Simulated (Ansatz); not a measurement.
**GeH2: geometry, orbitals and charge**

What does GeH2 look like as a singlet, and where do its frontier electrons sit?

Method: RKS PBE0-D4/def2-TZVP; program: Ansatz 0.2.0, Gaussian basis.

The runs, in order: relaxation at r2SCAN-D4/def2-TZVP; a single point at PBE0-D4/def2-TZVP.

## (1) Where the work starts

3 atoms, charge 0, spin multiplicity 1.

Atoms are counted from 1 here; the program's logs count them from 0.

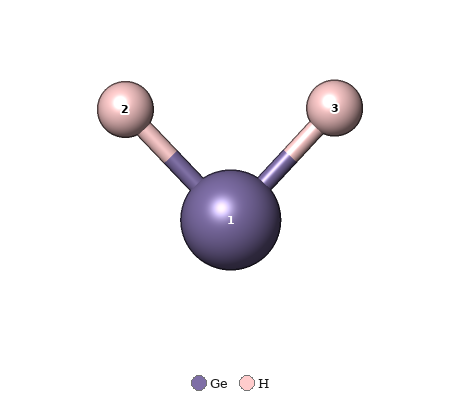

Start geometry, drawn with germanium purple, hydrogen pink; atoms are numbered from 1 in the order of the file.

The start is a GFN2-xTB geometry.

## (2) Optimising with r2SCAN-D4/def2-TZVP

File in.yaml:

```yaml
crystal:
  periodic: [false, false, false]
  atoms:
    - {symbol: Ge, position_ang: [0.004590, -0.009050, -0.781020]}
    - {symbol: H, position_ang: [1.098840, -0.017820, 0.398440]}
    - {symbol: H, position_ang: [-1.103430, 0.026870, 0.382580]}
basis:
  gaussian: {orbitals: def2-TZVP}
hamiltonian: {xc: r2scan, dispersion: d4}
scf: {omitted_lower_state_checks: [starts]}
output: {orbitals: {seedname: orbitals}}
relax: {f_tol: 0.02, max_steps: 100}
```

Command:

```bash
$ ansatz run in.yaml --threads 4 --pin off --events-out ev --progress --plain --max-ram 3916MiB
```

Log, cut to the lines that bear on the results:

```text
Functional definition: r2SCAN
  name "r2SCAN"
  cite "Furness, Kaplan, Ning, Perdew & Sun, J. Phys. Chem. Lett. 11, 8208 (2020) doi:10.1021/acs.jpclett.0c02405"
  cite "Furness, Kaplan, Ning, Perdew & Sun, J. Phys. Chem. Lett. 11, 9248 (2020) doi:10.1021/acs.jpclett.0c03077"
  parent r2scan
[...]
446 factors; their error is unknown
[...]
mean field -56548.67726878 eV, -2078.1255595575 hartree, gradient 3.8e-6 eV, S^2 0.000000; 0 other end points of the search recorded, 0 dependent functions left out
[...]
reference -56548.67727622 eV, -2078.1255598309 hartree; 17, 17 occupied and 43, 43 virtual orbitals, 446 factors
relax step   1: F+E_penalty+E_count = -56548.68216642 eV  Δ(F+E_penalty+E_count) = +0.000e0 eV  max|allowed force component| = 5.091e-1 eV/Å  Δτ_max = 0.0000 Å  (23 SCF iters, accepted)
[...]
relax step   3: F+E_penalty+E_count = -56548.69391749 eV  Δ(F+E_penalty+E_count) = -1.175e-2 eV  max|allowed force component| = 2.558e-2 eV/Å  Δτ_max = 0.0317 Å  (25 SCF iters, accepted)
[...]
relax step   4: F+E_penalty+E_count = -56548.69399673 eV  Δ(F+E_penalty+E_count) = -7.924e-5 eV  max|allowed force component| = 2.188e-3 eV/Å  Δτ_max = 0.0037 Å  (20 SCF iters, accepted)
[...]
446 factors; their error is unknown
[...]
mean field -56548.68911085 eV, -2078.1259947456 hartree, gradient 7.9e-5 eV, S^2 0.000000; 0 other end points of the search recorded, 0 dependent functions left out
[...]
reference -56548.68911834 eV, -2078.1259950209 hartree; 17, 17 occupied and 43, 43 virtual orbitals, 446 factors
Total energy: -56548.69400422 eV, -2078.1261745737 hartree
Atom 0 at     0.004993    -0.008687    -0.748670 Å, force    -0.000031     0.000026     0.002188 eV/Å
Atom 1 at     1.124474    -0.018530     0.382115 Å, force    -0.001451     0.000017    -0.001096 eV/Å
Atom 2 at    -1.129467     0.027217     0.366555 Å, force     0.001482    -0.000043    -0.001092 eV/Å
Dipole moment:     0.000182    -0.000313    -0.026985 e Å
Checks for a lower state left out: starts
```

It took 0.95 s on 4 threads of Intel Xeon 6975P-C, shared host.

Along the way: (the energy doesn't fall at every step)

| step | energy from step 1 (eV) | largest force component (eV/Å) |
| --- | --- | --- |
| 1 | 0.0000 | 0.5091 |
| 2 | 0.0027 | 0.2267 |
| 3 | -0.0118 | 0.0256 |
| 4 | -0.0118 | 0.0022 |

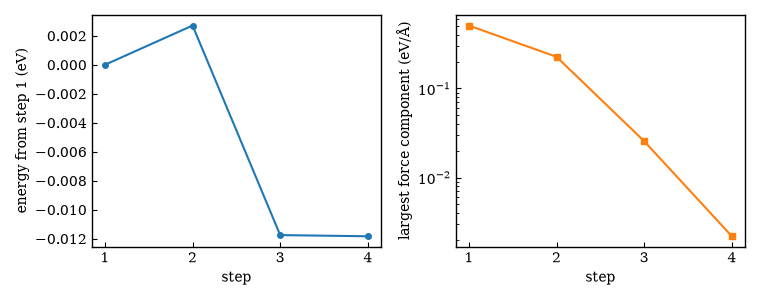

Energy and largest force along the relaxation.

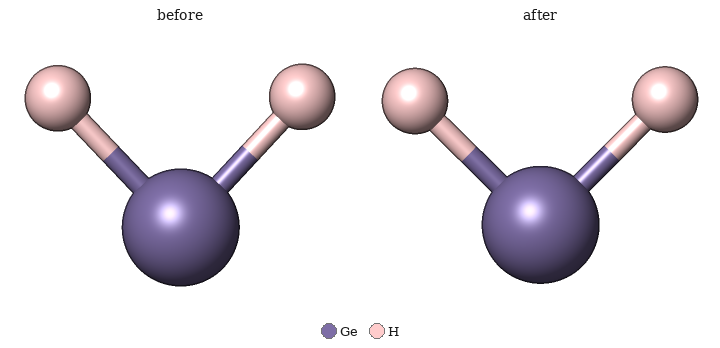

The geometry before (left) and after (right).

Distances of close pairs at the start and the end, largest changes first:

| bond | before (Å) | after (Å) | change (Å) |
| --- | --- | --- | --- |
| Ge1–H2 | 1.609 | 1.591 | -0.018 |
| Ge1–H3 | 1.607 | 1.591 | -0.016 |

Bonds by kind at the end (by distance):

| bond | count | shortest (Å) | longest (Å) |
| --- | --- | --- | --- |
| Ge–H | 2 | 1.591 | 1.591 |

## (3) Single point, PBE0-D4/def2-TZVP

start.molden holds the orbitals of an earlier run on this state, given as this run's starting guess.

File in.yaml:

```yaml
crystal:
  periodic: [false, false, false]
  atoms:
    - {symbol: Ge, position_ang: [0.004993, -0.008687, -0.748670]}
    - {symbol: H, position_ang: [1.124474, -0.018530, 0.382115]}
    - {symbol: H, position_ang: [-1.129467, 0.027217, 0.366555]}
basis:
  gaussian: {orbitals: def2-TZVP, initial_orbitals: start.molden}
hamiltonian: {xc: pbe0, dispersion: d4}
output: {orbitals: {seedname: orbitals}}
```

The command is unchanged.

Log:

```text
Functional definition: PBE0
  name "PBE0"
  cite "Adamo & Barone, J. Chem. Phys. 110, 6158 (1999) doi:10.1063/1.478522"
  cite "Perdew, Burke & Ernzerhof, Phys. Rev. Lett. 77, 3865 (1996) doi:10.1103/PhysRevLett.77.3865"
  parent pbe
  parameter a = 0.25
  parameter kappa = 0.804
  parameter beta = 0.06672455060314922
  exchange = (1 - a)*pbe_x(kappa = kappa, mu = beta*pi^2/3) + a*exact_x
  correlation = pbe_c(beta = beta)
489 factors; their error is unknown
mean field evaluation 1: about -56541.5804 eV, gradient 5.4e0 eV
mean field evaluation 2: about -56541.5992 eV, gradient 3.3e-2 eV
mean field evaluation 4: about -56541.8738 eV, gradient 3.8e-5 eV
mean field evaluation 8: about -56541.5948 eV, gradient 2.0e0 eV
mean field evaluation 16: about -56541.8738 eV, gradient 1.1e-5 eV
mean field -56541.87384360 eV, -2077.8755382936 hartree, gradient 3.9e-5 eV, S^2 0.000000; 1 other end points of the search recorded, 0 dependent functions left out
reference -56541.87386262 eV, -2077.8755389926 hartree; 17, 17 occupied and 43, 43 virtual orbitals, 489 factors
Total energy: -56541.89271773 eV, -2077.8762319052 hartree
```

Run time: 0.2 s. Hardware: 4 threads of Intel Xeon 6975P-C, shared host.

HOMO -6.91 eV, LUMO -3.03 eV.

Mulliken charges, from this run's orbitals:

| atom | value (e) |
| --- | --- |
| Ge1 | 0.03 |
| H2 | -0.01 |
| H3 | -0.01 |

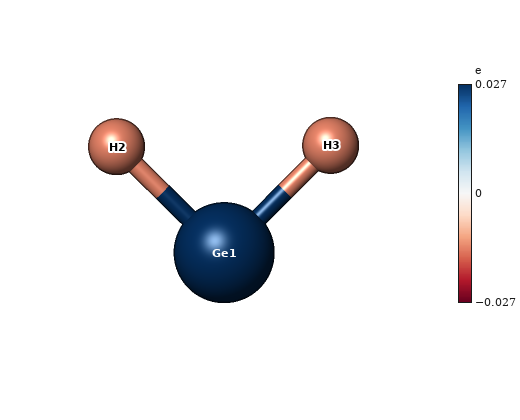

Mulliken charges, from this run's orbitals, as colours on the atoms.

Largest Mayer bond orders: Ge1–H2 0.96; Ge1–H3 0.96.

The fields below are evaluated on a grid from the run's orbitals.

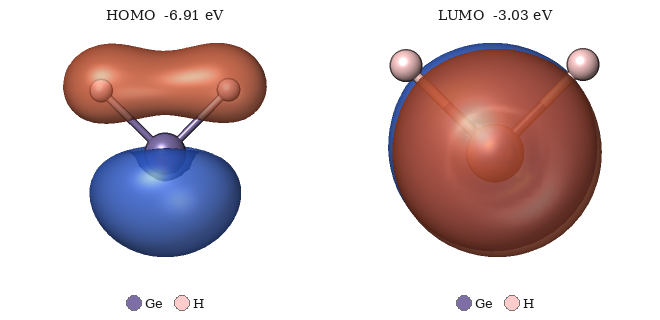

Frontier orbitals at PBE0-D4/def2-TZVP; each surface holds 70 % of the orbital's density, blue and red mark the sign.

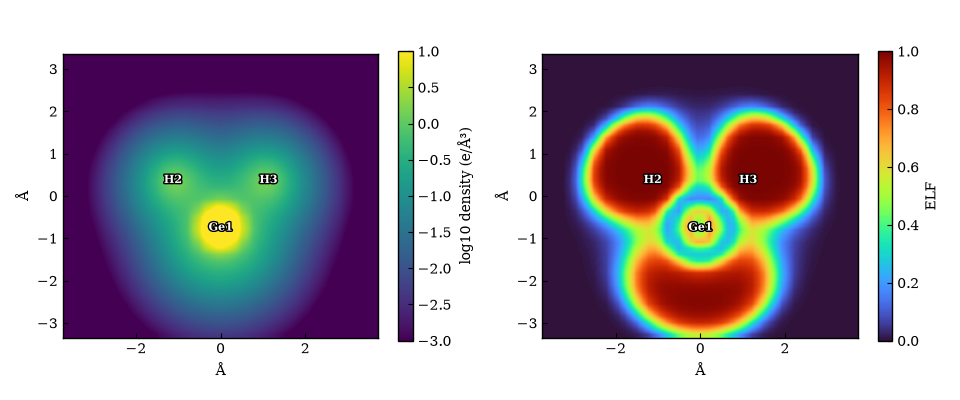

Density (left) and ELF (right) in a plane through or near 3 of the atoms.

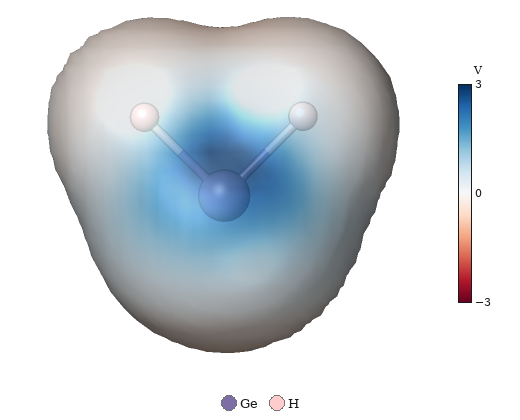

Electrostatic potential on the surface of density 0.002 e/bohr³; red is low, blue high. It runs from -0.56 to 3.00 V.

## (4) Outcome

```
                       quantity                           value
                    point group                             C2v
                 commonest bond  Ge–H, 2 of mean length 1.591 Å
HOMO, LUMO at PBE0-D4/def2-TZVP                 -6.91, -3.03 eV
  dipole at r2SCAN-D4/def2-TZVP                          0.13 D
```

In words: The molecule keeps its bonding pattern by the stored test; the atoms moved 0.03 Å (rms). No usable vibrations, so a minimum isn't proven. The HOMO lies nearest to Ge1 65 %; H2, H3 about 18 % each and the LUMO to Ge1 73 %; H2, H3 about 14 % each.
